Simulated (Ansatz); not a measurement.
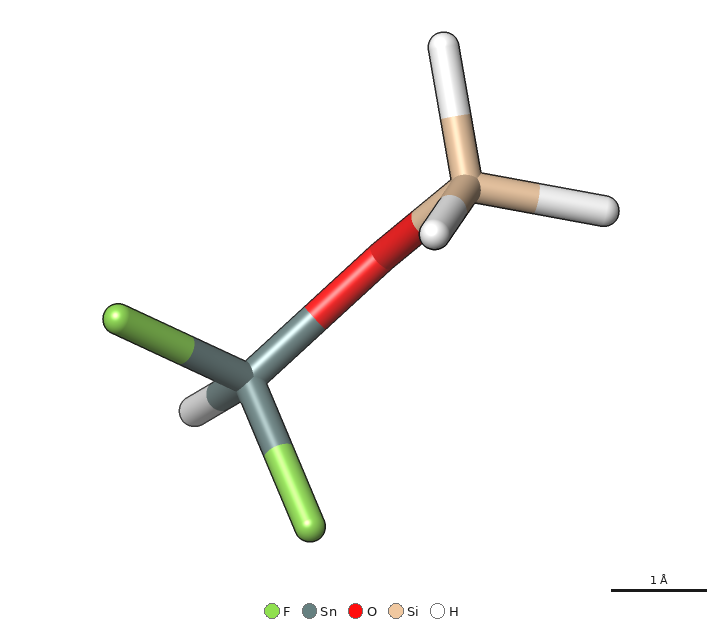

The computed structure is the end point of a PBE0-D4/def2-TZVP optimisation.

Identify the structure.

Formula F₂H₄OSiSn. Its SMILES string is `[F][SnH]([F])[O][SiH3]`. Among its groups: Si–H bond, Si–O bond. Coordination: 1 Sn tetrahedral; 1 O bent; 1 Si tetrahedral.

More results for the same structure follow; atom numbers are the same in all pictures, views and colours differ.

**Geometry**

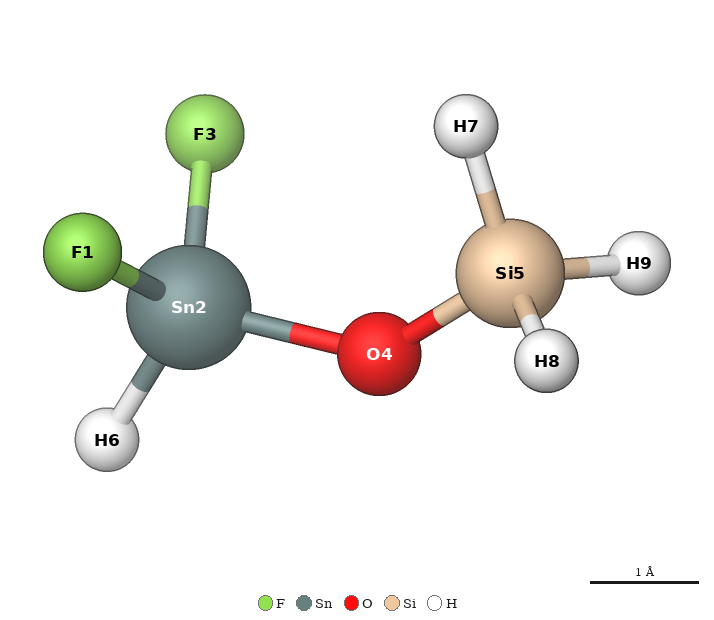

Numbered structure.

What are the angles F1–Sn2–F3, F1–Sn2–O4, F1–Sn2–H6, F3–Sn2–O4, F3–Sn2–H6, O4–Sn2–H6, Sn2–O4–Si5, O4–Si5–H7, O4–Si5–H8, O4–Si5–H9?

```
     angle  degrees
 F1–Sn2–F3    103.9
 F1–Sn2–O4    106.5
 F1–Sn2–H6    112.4
 F3–Sn2–O4    106.4
 F3–Sn2–H6    112.5
 O4–Sn2–H6    114.4
Sn2–O4–Si5    137.4
 O4–Si5–H7    110.8
 O4–Si5–H8    108.8
 O4–Si5–H9    108.9
```

**Charges**

The questions are on Mulliken charges. Method: RKS B3LYP-D4/def2-TZVPP, core potentials on Sn (Ansatz 0.2.0).

Which atom carries the highest charge (most positive or least negative)?

Answer. Sn2 (1.38 e).

And the lowest?

Answer. O4 (−0.59 e).

List the Mulliken charges.

| atom | value (e) |
| --- | --- |
| F1 | −0.47 |
| Sn2 | 1.38 |
| F3 | −0.47 |
| O4 | −0.59 |
| Si5 | 0.44 |
| H6 | −0.07 |
| H7 | −0.06 |
| H8 | −0.07 |
| H9 | −0.07 |

**Vibrations**

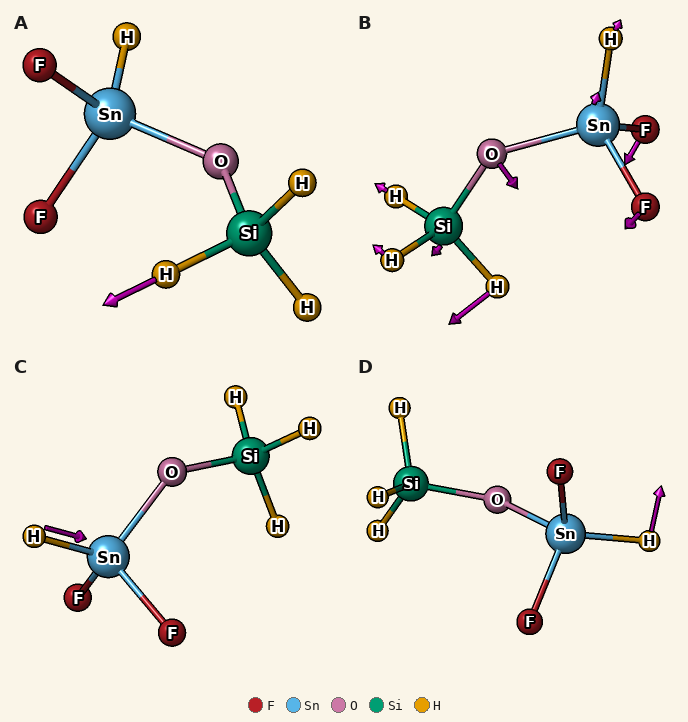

4 normal modes of one molecule or complex, as arrows. Harmonic vibrations computed with RKS PBE0-D4/def2-TZVP, core potentials on Sn (Ansatz 0.2.0) at a stationary point of the same level.

Match the panels to the wavenumbers 207 cm⁻¹, 533 cm⁻¹, 2043 cm⁻¹, 2225 cm⁻¹.

Answer. A: 2225 cm⁻¹, Si–H stretching
B: 207 cm⁻¹, angle bending
C: 2043 cm⁻¹, Sn–H stretching
D: 533 cm⁻¹, F–Sn–H bending

**Dipole moment**

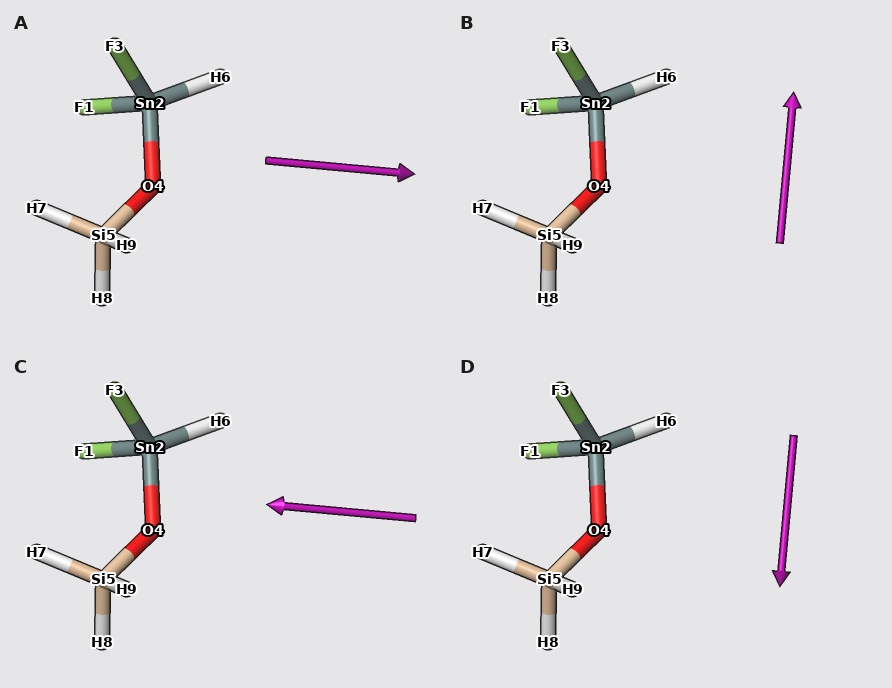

The same molecule four times, each with an arrow. Properties computed with RKS PBE-D4/def2-TZVPP, core potentials on Sn (Ansatz 0.2.0).

Which arrow points along the dipole moment, from the negative to the positive end?

Answer. A. The dipole moment is 2.48 D; it points from the side of H7 to the side of H6 (the outermost atoms at the two ends).

Mulliken values depend strongly on the basis set and can even reverse the polarity of a bond.
